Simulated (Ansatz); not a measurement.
# Sr2Hf (built on the sites of a database entry of HfBe2): following an unstable mode, part 2 of 3

Aim: this structure of Sr2Hf (built on the sites of a database entry of HfBe2) is to be tested for unstable modes, and one is followed downhill.

Ansatz 0.2.0; DFT PBEsol, scalar-relativistic, plane waves, PAW.

So far, highest frequency on the path or at a solved wavevector (cm⁻¹): step 2 (phonons on a q mesh) 152. Also lowest frequency on the path (cm⁻¹): step 2 -44.4.

The structure was built from a prototype and need not be the compound's stable phase.

### 5. Energy along the mode, all amplitudes (two of the runs are shown above)

An imaginary frequency means negative curvature, so the energy should fall and then rise again as anharmonic terms take over.

This step gave:

| Item | Value |
| --- | --- |
| depth at the lowest point sampled | 1.342 meV/atom |
| largest atomic shift at that point | 0.14 Å |

The energy from the parent by largest atomic shift:

```csv
largest atomic shift (Å),energy from the parent (meV/atom)
0.000,0
0.040,-0.153
0.080,-0.566
0.140,-1.34
0.220,-0.893
0.320,10.5
```

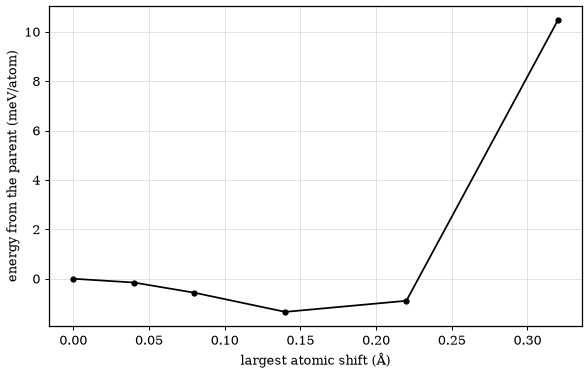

Energy from the parent, plotted against largest atomic shift.

Displacement at unit largest shift by atom:

```csv
atom,x (Å),y (Å),z (Å),size
Hf1,0.00,0.00,1.00,1.00
Hf2,0.00,0.00,-1.00,1.00
Sr3,0.00,-0.02,0.00,0.02
Sr4,0.00,0.02,0.00,0.02
Sr5,0.00,-0.02,0.00,0.02
Sr6,0.00,0.02,0.00,0.02
```

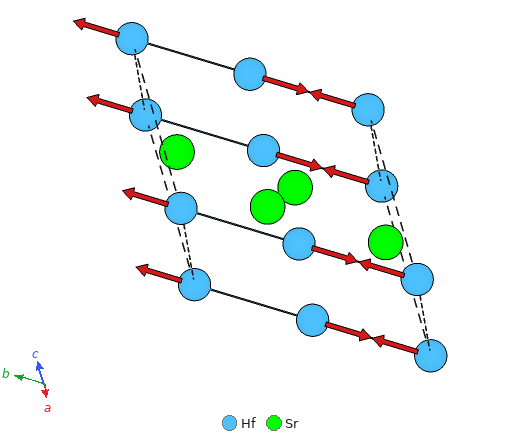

Displacement at unit largest shift as arrows, the longest 1 Å. Some periodic images of atoms are drawn too.

The lowest of the steps tried is at 0.14 Å, 1.34 meV/atom below the parent; the bottom of the well need not coincide with a step.

### 6. Relaxing from the distorted cell

Starting from the lowest point found, all atoms and the cell are let go, so that strain and other modes of the same symmetry can join in.

Contents of input.yaml:

```yaml
crystal:
  lattice:
    - [-5.8871168484, 0.0, 0.0]
    - [0.0, 0.0, -6.6264835124]
    - [-2.9435584242, -5.0983927457, -3.3132417562]
  atoms:
    - { symbol: Hf, position: [0.0, 0.4788726555, 1.0] }
    - { symbol: Hf, position: [0.0, 0.0211273445, 1.0] }
    - { symbol: Sr, position: [0.3331195796, 0.5831195796, 0.3337608407] }
    - { symbol: Sr, position: [0.333547087, 0.083547087, 0.3329058259] }
    - { symbol: Sr, position: [0.666452913, 0.416452913, 0.6670941741] }
    - { symbol: Sr, position: [0.6668804204, 0.9168804204, 0.6662391593] }
kpoints:
  mp_grid: { grid: [8, 8, 8] }
hamiltonian:
  xc: pbesol
scf:
  occupations: { method: methfessel_paxton, width: 0.2 }
output:
  forces: true
  stress: true
  eigenvalues: true
relax:
  adjacent_minimum: "off"
  f_tol: 0.002
  max_steps: 120
  cell: { stress_tol: 0.03 }
```

The run is started by

```
$ ansatz run input.yaml --threads 8 --pin off --max-ram 14336MiB --backend cpu --events-out ev --progress --plain --runs-dir out
```

Numbers of over 12 decimals in the logs are rounded to 6 here.

Log:

```text
[...]
Crystal: 6 atoms, lattice volume = 198.893 Å³
Basis set: ecut = 420 eV, 3887 PW (Γ), exchange–correlation on 80×90×96 points (8 copies of the dense FFT grid, shifted against one another)
Bands: 56, of which v1, the nominal top of the filled ones, is band 46 counted from 1 (45 counted from 0)
Symmetry: 8 space group operations
[...]
k-points: 95 of 512
[...]
SCF iter   1: F=—  HF=-45160.551131 eV  |F-HF|=—  |Δ(HF+E_count)|=         —  Δρ=4.59e-3  dr2=5.65e-2  ethr=1.77e-3  ⟨swp⟩=8.4  Hψ=22451  notcnv=0
[...]
SCF iter   8: F=-45160.548961 eV  HF=-45160.548961 eV  |F-HF|=5.87e-8  |Δ(HF+E_count)|=   1.69e-7  S|Δr|=    0.00e0  Δρ=3.69e-6  dr2=6.84e-8  ethr=1.09e-10  ⟨swp⟩=9.4  Hψ=29893  notcnv=0
SCF 1 converged in 8 iterations: F = -45160.548961 eV  dr2 = 6.84e-8
[...]
relax step   1: F+E_penalty+E_count = -45160.54896137 eV  Δ(F+E_penalty+E_count) = +0.000e0 eV  max|allowed force component| = 1.565e-2 eV/Å  Δτ_max = 0.0000 Å  P = +0.217 GPa  Ω = 198.893 Å³  (8 SCF iters, dr2 threshold 1.00e-7 eV, accepted)
Crystal: 6 atoms, lattice volume = 200.093 Å³
Basis set: ecut = 420 eV, 3903 PW (Γ), exchange–correlation on 80×90×96 points (8 copies of the dense FFT grid, shifted against one another)
[...]
SCF iter   5: F=-45160.552481 eV  HF=-45160.552481 eV  |F-HF|=9.49e-8  |Δ(HF+E_count)|=   4.79e-7  S|Δr|=    0.00e0  Δρ=1.01e-5  dr2=2.77e-7  ethr=6.52e-10  ⟨swp⟩=7.5  Hψ=23391  notcnv=0
SCF 2 converged in 5 iterations: F = -45160.552481 eV  dr2 = 2.77e-7
relax step   2: F+E_penalty+E_count = -45160.55248114 eV  Δ(F+E_penalty+E_count) = -3.520e-3 eV  max|allowed force component| = 4.840e-2 eV/Å  Δτ_max = 0.0059 Å  P = +0.053 GPa  Ω = 200.093 Å³  energy of the carried Pulay correction = -6.439e-5 eV  (5 SCF iters, dr2 threshold 6.00e-7 eV, accepted)
Crystal: 6 atoms, lattice volume = 201.484 Å³
Basis set: ecut = 420 eV, 3915 PW (Γ), exchange–correlation on 80×90×96 points (8 copies of the dense FFT grid, shifted against one another)
[...]
SCF iter   7: F=-45160.556820 eV  HF=-45160.556821 eV  |F-HF|=2.10e-8  |Δ(HF+E_count)|=   4.16e-8  S|Δr|=    0.00e0  Δρ=4.74e-6  dr2=4.96e-8  ethr=1.59e-10  ⟨swp⟩=8.2  Hψ=24603  notcnv=0
SCF 3 converged in 7 iterations: F = -45160.556820 eV  dr2 = 4.96e-8
relax step   3: F+E_penalty+E_count = -45160.55682049 eV  Δ(F+E_penalty+E_count) = -4.339e-3 eV  max|allowed force component| = 8.619e-2 eV/Å  Δτ_max = 0.0270 Å  P = -0.063 GPa  Ω = 201.484 Å³  energy of the carried Pulay correction = -1.385e-4 eV  (7 SCF iters, dr2 threshold 1.46e-7 eV, accepted)
[...]
relax step   4: F+E_penalty+E_count = -45160.56498033 eV  Δ(F+E_penalty+E_count) = -8.160e-3 eV  max|allowed force component| = 2.157e-1 eV/Å  Δτ_max = 0.1941 Å  P = +0.152 GPa  Ω = 208.018 Å³  energy of the carried Pulay correction = -4.800e-4 eV  (8 SCF iters, dr2 threshold 4.64e-7 eV, accepted)
[...]
relax step   5: F+E_penalty+E_count = -45160.57566603 eV  Δ(F+E_penalty+E_count) = -1.069e-2 eV  max|allowed force component| = 3.141e-2 eV/Å  Δτ_max = 0.0678 Å  P = -0.025 GPa  Ω = 205.914 Å³  energy of the carried Pulay correction = -3.712e-4 eV  (8 SCF iters, dr2 threshold 6.00e-7 eV, accepted)
[...]
relax step   6: F+E_penalty+E_count = -45160.57686951 eV  Δ(F+E_penalty+E_count) = -1.203e-3 eV  max|allowed force component| = 4.271e-3 eV/Å  Δτ_max = 0.0124 Å  P = +0.013 GPa  Ω = 206.226 Å³  energy of the carried Pulay correction = -3.874e-4 eV  (7 SCF iters, dr2 threshold 6.16e-8 eV, accepted)
[...]
relax step   7: F+E_penalty+E_count = -45160.57687667 eV  Δ(F+E_penalty+E_count) = -7.163e-6 eV  max|allowed force component| = 5.609e-4 eV/Å  Δτ_max = 0.0003 Å  P = +0.002 GPa  Ω = 206.299 Å³  energy of the carried Pulay correction = -3.912e-4 eV  (5 SCF iters, dr2 threshold 1.14e-9 eV, accepted)
Basis set: ecut = 420 eV, 4027 PW (Γ), exchange–correlation on 80×96×96 points (8 copies of the dense FFT grid, shifted against one another)
[...]
SCF iter   6: F=-45160.577399 eV  HF=-45160.577399 eV  |F-HF|=1.46e-11  |Δ(HF+E_count)|=  2.91e-11  S|Δr|=    0.00e0  Δρ=6.28e-8  dr2=1.12e-11  ethr=1.00e-12  ⟨swp⟩=9.6  Hψ=29838  notcnv=0
SCF 8 converged in 6 iterations: F = -45160.577399 eV  dr2 = 1.12e-11
relax step   8: F+E_penalty+E_count = -45160.57739929 eV  Δ(F+E_penalty+E_count) = -5.226e-4 eV  max|allowed force component| = 6.634e-4 eV/Å  Δτ_max = 0.0000 Å  P = +0.003 GPa  Ω = 206.299 Å³  stress off target by 4.50e-3 GPa  SCF on the basis re-selected at this cell (its energy is not comparable with the rows above)  (6 SCF iters)
basis re-selected at this cell: Δ(F+E_penalty+E_count) = -5.226e-4 eV, ΔP = +0.001 GPa vs the last step (what re-selecting the basis moved, of the pressure what is left beyond the Pulay correction that the steps carried, after the strain that the cell walked since its last selection, with what the two solves' SCF thresholds leave and, on support functions, any second-order correction that the steps lacked; it is no measure of the basis error at this ecutwfc). The dense FFT grid was sized anew with the basis: this SCF ran on 40×48×48 points, the steps before it on 40×45×48, so part of this shift can come from that change (see relax.cell in the input reference). [rest of the remark cut]
SCF converged after 6 iterations
[...]
Free energy (F): -45160.577399 eV
[...]
Internal energy: -45160.583720 eV  (E = F + TS)
E sigma→0 (E₀):  -45160.578979 eV
Entropy (-TS):   0.006321 eV (1.053 meV/atom)
Fermi energy:    9.712965 eV
[...]
--- Forces (eV/Å), atoms counted from 1 ---
  atom   1  Hf     0.00000000     0.00000000     0.00066337
  atom   2  Hf     0.00000000     0.00000000    -0.00066337
  atom   3  Sr     0.00000000    -0.00006007     0.00000000
  atom   4  Sr     0.00000000    -0.00055693     0.00000000
  atom   5  Sr     0.00000000     0.00055693     0.00000000
  atom   6  Sr     0.00000000     0.00006007     0.00000000
  max |Σ_I F_I| component: 2.17e-19 eV/Å
--- Stress (GPa, compression-positive) ---
        0.001570       0.000000       0.000000
        0.000000       0.004502       0.000000
        0.000000       0.000000       0.003109
  P = ⅓ Tr σ = 0.0031 GPa (0.031 kbar)
--- Band table (eV; the first three rows and the last of 95) ---
  k-point 0: bands = [... 42 lower, 9.2282, 9.3240, 9.8367, 9.8572, 9.9640, 10.0692, 10.1017, 10.1048, ... 6 higher]
  k-point 1: bands = [... 42 lower, 9.1923, 9.2829, 9.5672, 9.8299, 9.8422, 9.8721, 10.0761, 10.0805, ... 6 higher]
  k-point 2: bands = [... 42 lower, 9.0706, 9.1062, 9.1959, 9.4414, 9.5161, 9.8869, 9.9671, 10.2699, ... 6 higher]
  k-point 94: bands = [... 42 lower, 9.0287, 9.2141, 9.4959, 9.6791, 10.0007, 10.0799, 10.1051, 10.3620, ... 6 higher]
--- Relaxed structure (7 steps of the walk, 7 accepted, 1 SCFs on fresh bases) ---
  F+E_penalty+E_count = -45160.57739929 eV   max|allowed force component| = 6.634e-4 eV/Å   (the final SCF, on the basis selected at the relaxed cell)
  cell:  # Å, volume = 206.2986 Å³
    - [-5.896577, 0.0, 0.0]
    - [0.0, 0.0, -6.941845]
    - [-2.948288, -5.039894, -3.470923]
  atoms:
    - { symbol: Hf, position: [0.0, 0.452967, 1.0] }
    - { symbol: Hf, position: [0.0, 0.047033, 1.0] }
    - { symbol: Sr, position: [0.333026, 0.583026, 0.333949] }
    - { symbol: Sr, position: [0.331116, 0.081116, 0.337768] }
    - { symbol: Sr, position: [0.668884, 0.418884, 0.662232] }
    - { symbol: Sr, position: [0.666974, 0.916974, 0.666051] }
```

Wall time 45 s (8 threads of Intel Xeon Platinum 8488C (Sapphire Rapids), shared host); peak memory 1.4 GiB; 5.7 min of CPU time.

Step by step:

```csv
step,energy less that of the first step (eV),largest force component (eV/Å),pressure (GPa),volume (Å³)
1,0.0000,0.0157,0.22,198.89
2,-0.0035,0.0484,0.05,200.09
3,-0.0079,0.0862,-0.06,201.48
4,-0.0160,0.2157,0.15,208.02
5,-0.0267,0.0314,-0.03,205.91
6,-0.0279,0.0043,0.01,206.23
7,-0.0279,0.0006,0.00,206.30
8*,-0.0284,0.0007,0.00,206.30
```

Relaxation steps marked * repeat the geometry before them on a plane-wave basis chosen anew for their cell, so energy and pressure can jump there.

The run keeps the 8 symmetry operations that it works with, so distortions that break them were not tested.

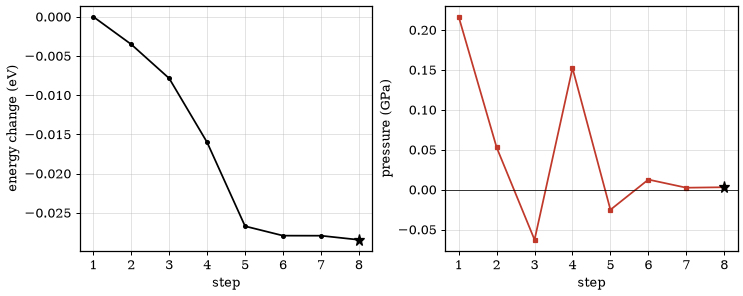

Energy and pressure along the relaxation. Stars mark steps on a basis chosen anew.

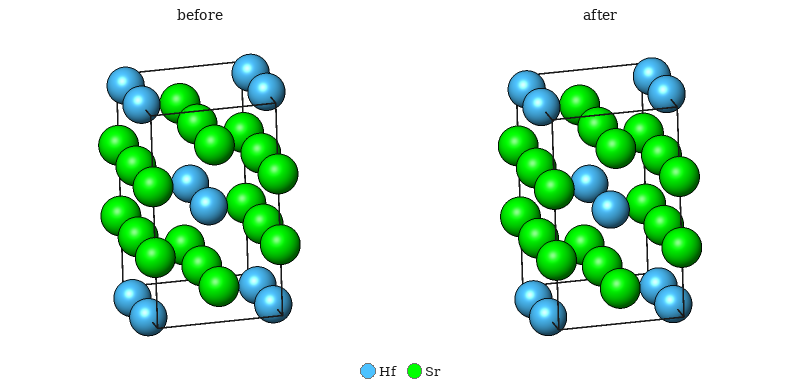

Before and after, at one scale.

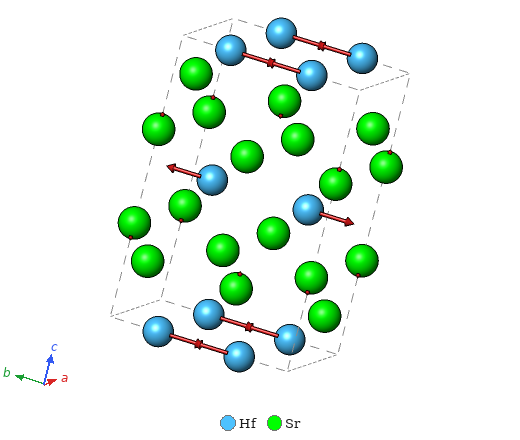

Displacements in the relaxation, exaggerated, measured against the changing cell; the longest in the cell stands for 0.18 Å. Some periodic images of atoms are drawn too.

```csv
"conventional cell, symmetrised",before,after,change
a (Å),5.887,5.897,+0.2 %
b (Å),6.626,6.942,+4.8 %
c (Å),10.197,10.080,-1.1 %
volume (Å³/atom),33.15,34.38,+3.7 %
```

The atoms that moved most (Å, as changes of fractional coordinates times the final cell):

```csv
atom,dx,dy,dz,length
Hf2,0.000,0.000,-0.180,0.180
Hf1,0.000,0.000,0.180,0.180
Sr5,0.000,0.025,0.000,0.025
Sr4,0.000,-0.025,0.000,0.025
```

Final coordinates:

```xyz
6
Lattice="-5.8966 0.0000 0.0000 0.0000 0.0000 -6.9418 -2.9483 -5.0399 -3.4709" Properties=species:S:1:pos:R:3 pbc="T T T"
Hf   -2.9483   -5.0399   -6.6153
Hf   -2.9483   -5.0399   -3.7974
Sr   -2.9483   -1.6831   -5.2064
Sr   -2.9483   -1.7023   -1.7355
Sr   -5.8966   -3.3376   -5.2064
Sr   -5.8966   -3.3568   -8.6773
```

This step gave:

* pressure: 0.003060 GPa
* volume per atom: 34.38 Å³

The distorted start has space group Immm; the relaxation ends in Immm.

### 7. The new phase in its own primitive cell

The relaxed structure is symmetrised, reduced to its primitive cell and relaxed tightly, as its phonons need.

input.yaml, the sections that differ from step 6:

```yaml
crystal:
  lattice:
    - [-2.9482883109, 3.4709226875, 5.0398935177]
    - [2.9482883109, -3.4709226875, 5.0398935177]
    - [2.9482883109, 3.4709226875, -5.0398935177]
  atoms:
    - { symbol: Hf, position: [0.2970333513, 0.0, 0.2970333513] }
    - { symbol: Hf, position: [0.7029666487, 0.0, 0.7029666487] }
    - { symbol: Sr, position: [0.1669743987, 0.6669743987, 0.5] }
    - { symbol: Sr, position: [0.6688839644, 0.6688839644, 0.0] }
    - { symbol: Sr, position: [0.3311160356, 0.3311160356, 0.0] }
    - { symbol: Sr, position: [0.8330256013, 0.3330256013, 0.5] }
relax:
  adjacent_minimum: "off"
  f_tol: 0.001
  max_steps: 60
  cell: { stress_tol: 0.01 }
# kpoints, hamiltonian, scf, output: as in step 6
```

Log:

```text
[...]
Crystal: 6 atoms, lattice volume = 206.299 Å³
Basis set: ecut = 420 eV, 4027 PW (Γ), exchange–correlation on 96×96×96 points (8 copies of the dense FFT grid, shifted against one another)
Bands: 56, of which v1, the nominal top of the filled ones, is band 46 counted from 1 (45 counted from 0)
Symmetry: 8 space group operations
[...]
k-points: 95 of 512
[...]
- [2.9482883109, -3.4709226875, 5.0398935177]
    - [2.9482883109, 3.4709226875, -5.0398935177]
  atoms:
    - { symbol: Hf, position: [0.297033, 0.0, 0.297033] }
    - { symbol: Hf, position: [0.7029666487, 0.0, 0.7029666487] }
    - { symbol: Sr, position: [0.166974, 0.6669743987, 0.5] }
    - { symbol: Sr, position: [0.6688839644, 0.6688839644, 0.0] }
    - { symbol: Sr, position: [0.3311160356, 0.3311160356, 0.0] }
    - { symbol: Sr, position: [0.833026, 0.333026, 0.500000] }
[key lines of the parts left out:]
SCF converged after 8 iterations
Free energy (F): -45160.577399 eV
Fermi energy:    9.712965 eV
P = ⅓ Tr σ = 0.0031 GPa (0.031 kbar)
```

Wall time 13 s (8 threads); peak memory 1.4 GiB.

Little changed from the start: no atom moved by 0.005 Å and no cell edge by 0.1 %.

This step gave:

```
pressure : 0.003059 GPa
```

The largest force component left is 0.66 meV/Å and the pressure is 0.003 GPa, within the tolerances set. The cell now holds 34.38 Å³/atom.

(Part 2 of 3 ends here.)

[Logs are printed without paths, hosts, clocks, repeated set-up lines and the standing remarks that a program may print on its own settings, such as how far it seeks lower states.]

[Hosts, paths, dates, database ids (printed as entryN), source tags and the programs' standing remarks are cut or masked in the printed files.]
